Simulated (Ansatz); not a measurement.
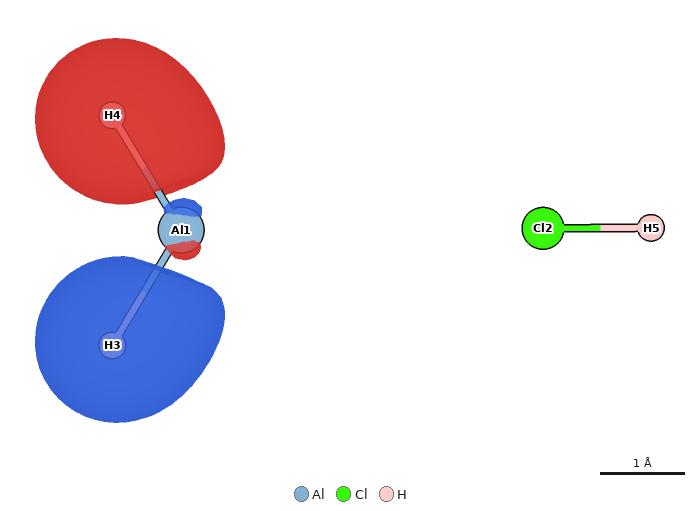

The picture shows: AlH$_{2}$···HCl (doublet). The HOMO−1 (α) at ±0.15 Å⁻³ᐟ² (blue and red are the two phases), seen across its widest extent.

Method: UKS B3LYP/def2-SVPD (Ansatz 0.2.0).

Input

```
crystal:
  periodic: [false, false, false]
  atoms:
    - { symbol: Al, position_ang: [2.0e-06, -3.9e-05, -0.29163] }
    - { symbol: Cl, position_ang: [-1.4e-05, 0.000285, 3.142285] }
    - { symbol: H, position_ang: [1.366207, -1.7e-05, -1.13104] }
    - { symbol: H, position_ang: [-1.366204, -1.7e-05, -1.131039] }
    - { symbol: H, position_ang: [1.0e-05, -0.000212, 4.481424] }
magnetization:
  spin_polarized: true
  initial_magnetization: 1
basis:
  gaussian: { orbitals: def2-SVPD }
hamiltonian:
  xc: b3lyp
relax:
  f_tol: 0.03
  max_steps: 50
output:
  orbitals: {}
```

Run with:

```sh
ansatz run input.yaml --threads 2 --pin off --max-ram 3072MiB --backend cpu --events-out ev --progress --plain --runs-dir out
```

The fields are those of the run's last geometry, not of the input's.

**Where does this orbital lie, and at what energy?**

It lies mainly on Al1 (about 35 %), H3 (about 30 %) and H4 (about 30 %); it is symmetric in the molecular plane (an in-plane orbital: σ, lone-pair or in-plane π type). Its energy is −8.45 eV.
